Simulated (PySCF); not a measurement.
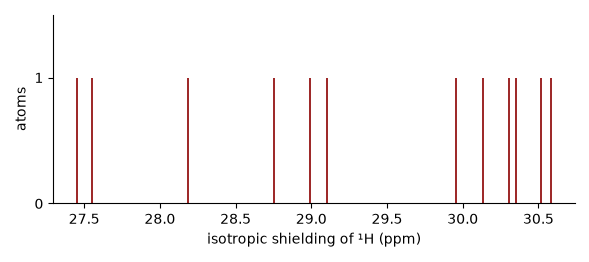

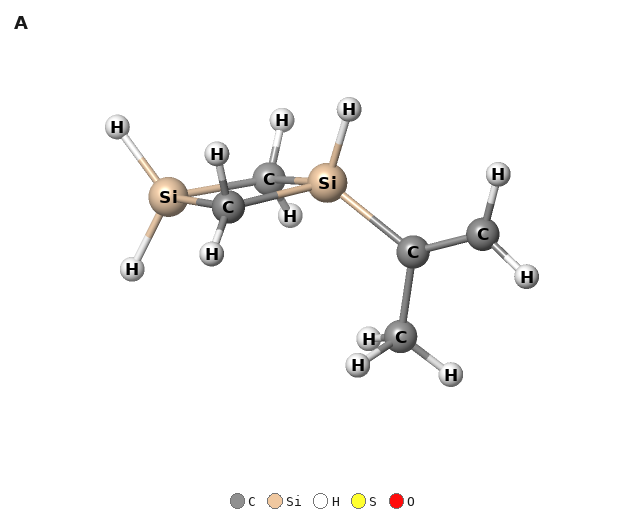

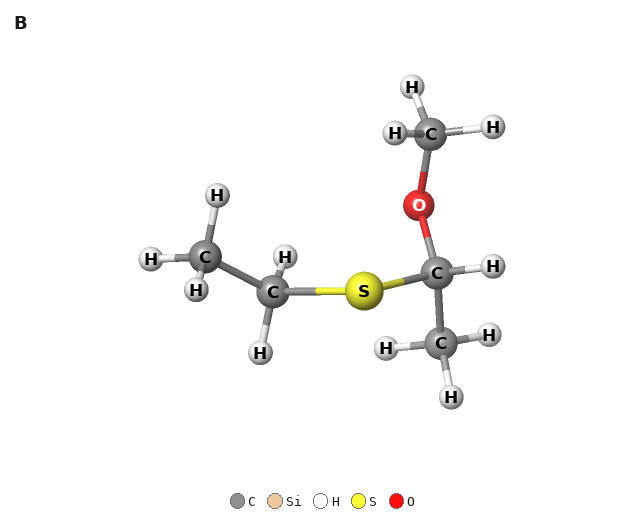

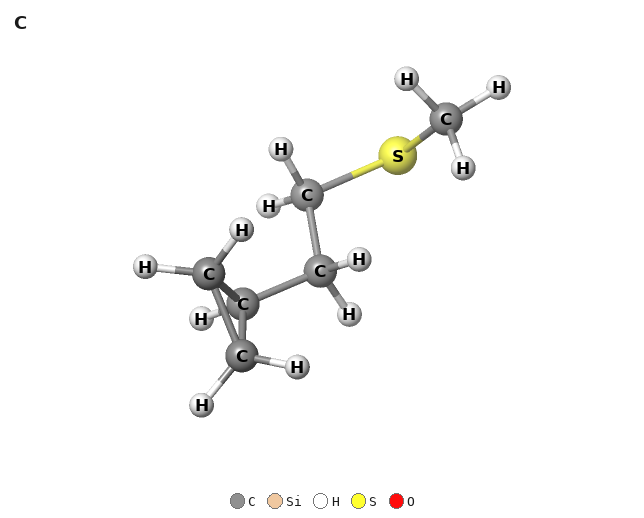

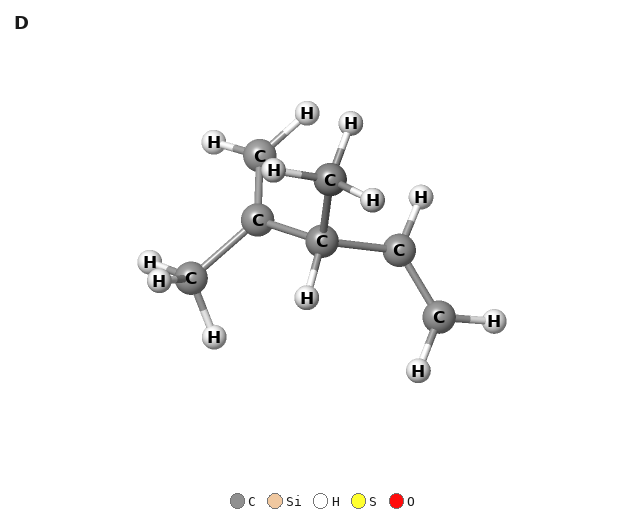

The sticks are computed shieldings of one of the molecules, for one fixed geometry (GFN2-xTB) without averaging over rotations. Low shielding means a high chemical shift. Method: GIAO PBE0/pcSseg-1 NMR shielding, non-relativistic, gas phase (PySCF 2.14.0).

**Match the spectrum to a structure.**

B, `CCS[C@@H](C)OC`. Its 12 H atoms give lines at 27.45, 27.55, 28.19, 28.75, 28.99, 29.11, 29.96, 30.13, 30.31, 30.35, 30.52, 30.58 ppm.
